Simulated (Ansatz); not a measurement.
**BCCD(T)/6-31G(d) (spherical functions) run of [SiH3]+ (SMILES [SiH3+])**

What is the energy change on altering one bond length of [SiH3]+ at BCCD(T)/6-31G* (spherical functions)? 

Program for the calculation: Ansatz 0.2.0.

2 further runs of the same task are left out: 2 that didn't finish.

### 1 The system as given

[SiH3]+: 4 atoms, total charge +1, spin state singlet. SMILES: `[SiH3+]`. The coordinates come from a PBE0-D4/def2-TZVP relaxation.

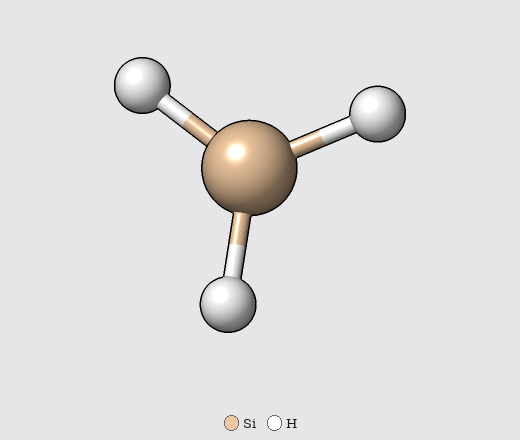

The structure, seen from a chosen angle (silicon light orange, hydrogen white).

### 2 A single-point energy at BCCD(T)/6-31G(d) (spherical functions)

Input file job.yaml:

```yaml
crystal:
  periodic: [false, false, false]
  atoms:
    - {symbol: Si, position_ang: [-0.000000, -0.000000, 0.000000]}
    - {symbol: H, position_ang: [0.686900, 0.675400, 1.113000]}
    - {symbol: H, position_ang: [-0.118400, -1.467200, -0.009900]}
    - {symbol: H, position_ang: [-0.568500, 0.791700, -1.103100]}
basis:
  gaussian:
    orbitals: 6-31G_st_-spherical.json
total_charge: 1
correlation:
  method: bccd_t
  frozen_orbitals: {H: 0, Si: 5}
accuracy: high
scf:
  omitted_lower_state_checks: [cluster_reference, increment]
```

The basis set 6-31G* is read from a file made from the Basis Set Exchange's data (not shown).

Launch:

```console
$ ansatz run job.yaml --threads 1 --pin off --max-ram 2610MiB --events-out events.jsonl --progress --plain --runs-dir runs
```

The log of the run:

```text
Warning: RAYON_NUM_THREADS=1 ignored (pool sized by the plan → 1); use --threads N
Functional definition: HF
  name "HF"
  exchange = exact_x
  correlation = 0
these checks for a lower state are left out or cut short: cluster_reference, increment
453 factors; integrals over basis functions are off by at most 5.4e-9 eV
mean field evaluation 1: about -7899.9277 eV, gradient 7.4e0 eV
mean field evaluation 2: about -7899.9324 eV, gradient 7.4e0 eV
mean field evaluation 4: about -7900.2161 eV, gradient 1.6e-1 eV
mean field evaluation 8: about -7900.2160 eV, gradient 9.3e-6 eV
mean field -7900.21601041 eV, -290.3275834237 hartree, gradient 1.3e-8 eV, S^2 0.000000; 0 other end points of the search recorded, 0 dependent functions left out
5 core orbitals not correlated: weight in the atoms' cores, before any rotation towards them, 1.000 or more for the frozen orbitals, at most 0.000 for the correlated occupied ones
reference -7900.21601041 eV, -290.3275834237 hartree; 3, 3 occupied and 16, 16 virtual orbitals, 453 factors
second order -1.69928544 eV of doubles, -0.00000000 eV of singles
cycle   1  -2.09176607 eV  change   -3.9e-1 eV  update   4.7e-2
cycle   2  -2.25224575 eV  change   -1.6e-1 eV  update   1.8e-2
cycle   3  -2.25328998 eV  change   -1.0e-3 eV  update   3.3e-3
cycle   4  -2.25365400 eV  change   -3.6e-4 eV  update   6.4e-4
cycle   5  -2.25359276 eV  change    6.1e-5 eV  update   2.1e-4
cycle   6  -2.25354153 eV  change    5.1e-5 eV  update   5.0e-5
cycle   7  -2.25356115 eV  change   -2.0e-5 eV  update   1.3e-5
cycle   8  -2.25356063 eV  change    5.2e-7 eV  update   3.0e-6
cycle   9  -2.25356009 eV  change    5.4e-7 eV  update   6.3e-7
cycle  10  -2.25356041 eV  change   -3.2e-7 eV  update   1.1e-7
cycle  11  -2.25356044 eV  change   -2.4e-8 eV  update   3.1e-8
cycle  12  -2.25356045 eV  change   -8.0e-9 eV  update   1.2e-8
cycle  13  -2.25356053 eV  change   -8.9e-8 eV  update   6.0e-8
cycle  14  -2.25356059 eV  change   -5.6e-8 eV  update   2.3e-8
cycle  15  -2.25356059 eV  change  -1.1e-10 eV  update   2.9e-9
cycle  16  -2.25356059 eV  change   1.7e-10 eV  update  9.0e-10
cycle  17  -2.25356059 eV  change   7.9e-11 eV  update  2.7e-10
perturbative correction -0.03719734 eV, -0.0013669770 hartree
Total energy: -7902.50676833 eV, -290.4117672248 hartree
Checks for a lower state left out: cluster_reference, increment
```

It took 0.3 s on 1 thread of Arm Neoverse V1, shared host.

### 3 The distorted shape at the same level

Input file input.yaml:

```yaml
basis:
  gaussian: {orbitals: 6-31G_st_-spherical.json}
crystal:
  periodic: [false, false, false]
  atoms:
    - symbol: Si
      position_ang: [0.029600, 0.366796, 0.002475]
    - symbol: H
      position_ang: [0.716500, 1.042196, 1.115475]
    - symbol: H
      position_ang: [-0.118400, -1.467200, -0.009900]
    - symbol: H
      position_ang: [-0.538900, 1.158496, -1.100625]
total_charge: 1
correlation: {method: bccd_t, frozen_orbitals: {H: 0, Si: 5}}
accuracy: high
scf: {omitted_lower_state_checks: [cluster_reference, increment]}
```

The basis set 6-31G* is read from a file made from the Basis Set Exchange's data (not shown).

Launch:

```console
$ ansatz run input.yaml --threads 1 --pin off --max-ram 2610MiB --events-out events.jsonl --progress --plain --runs-dir runs
```

The log of the run:

```text
Warning: RAYON_NUM_THREADS=1 ignored (pool sized by the plan → 1); use --threads N
[... 4 set-up lines as earlier in the session ...]
these checks for a lower state are left out or cut short: cluster_reference, increment
452 factors; integrals over basis functions are off by at most 3.6e-9 eV
mean field evaluation 1: about -7898.9102 eV, gradient 7.1e0 eV
mean field evaluation 2: about -7898.9134 eV, gradient 7.1e0 eV
mean field evaluation 4: about -7899.1906 eV, gradient 1.8e-1 eV
mean field evaluation 8: about -7899.1907 eV, gradient 3.0e-5 eV
mean field -7899.19065806 eV, -290.2899024198 hartree, gradient 2.3e-8 eV, S^2 0.000000; 0 other end points of the search recorded, 0 dependent functions left out
5 core orbitals not correlated: weight in the atoms' cores, before any rotation towards them, 1.000 or more for the frozen orbitals, at most 0.000 for the correlated occupied ones
reference -7899.19065806 eV, -290.2899024198 hartree; 3, 3 occupied and 16, 16 virtual orbitals, 452 factors
second order -1.82110979 eV of doubles, -0.00000000 eV of singles
cycle   1  -2.25947496 eV  change   -4.4e-1 eV  update   5.7e-2
cycle   2  -2.46511705 eV  change   -2.1e-1 eV  update   2.3e-2
cycle   3  -2.46909520 eV  change   -4.0e-3 eV  update   4.3e-3
cycle   4  -2.46970468 eV  change   -6.1e-4 eV  update   9.4e-4
cycle   5  -2.46973645 eV  change   -3.2e-5 eV  update   3.5e-4
cycle   6  -2.46964916 eV  change    8.7e-5 eV  update   1.1e-4
cycle   7  -2.46966907 eV  change   -2.0e-5 eV  update   2.8e-5
cycle   8  -2.46967701 eV  change   -7.9e-6 eV  update   7.2e-6
cycle   9  -2.46967385 eV  change    3.2e-6 eV  update   1.9e-6
cycle  10  -2.46967443 eV  change   -5.8e-7 eV  update   5.6e-7
cycle  11  -2.46967464 eV  change   -2.1e-7 eV  update   1.8e-7
cycle  12  -2.46967455 eV  change    8.5e-8 eV  update   5.2e-8
cycle  13  -2.46967458 eV  change   -2.3e-8 eV  update   2.4e-8
cycle  14  -2.46967456 eV  change    1.2e-8 eV  update   1.3e-8
cycle  15  -2.46967443 eV  change    1.4e-7 eV  update   5.8e-8
cycle  16  -2.46967440 eV  change    3.0e-8 eV  update   1.9e-8
cycle  17  -2.46967439 eV  change    9.4e-9 eV  update   4.4e-9
cycle  18  -2.46967439 eV  change    1.4e-9 eV  update   1.2e-9
cycle  19  -2.46967439 eV  change   1.9e-10 eV  update  2.5e-10
perturbative correction -0.04822107 eV, -0.0017720917 hartree
Total energy: -7901.70855351 eV, -290.3824333712 hartree
Checks for a lower state left out: cluster_reference, increment
```

Wall time 0.3 s (1 thread of Arm Neoverse V1, shared host).

### 4 What came out

Level: BCCD(T)/6-31G* (spherical functions), 5 core orbitals frozen.

```
                                                          quantity          value
                                         first shape: total energy  -290.41177 Eh
          first shape: correlation energy (5 core orbitals frozen)      -84.2 mEh
                                       first shape: (T) correction      -1.37 mEh
                                     distorted shape: total energy  -290.38243 Eh
      distorted shape: correlation energy (5 core orbitals frozen)      -92.5 mEh
                                   distorted shape: (T) correction      -1.77 mEh
energy change with the Si1–H3 bond stretched from 1.472 to 1.840 Å       0.798 eV
```

In words: With the Si1–H3 bond stretched from 1.472 to 1.840 Å the energy rises by 0.80 eV (77.0 kJ/mol). The first shape isn't relaxed at this level, so the change isn't measured from a minimum. The triples (first shape) make up 1.6 % of the correlation energy. The triples (distorted shape) make up 1.9 % of the correlation energy.
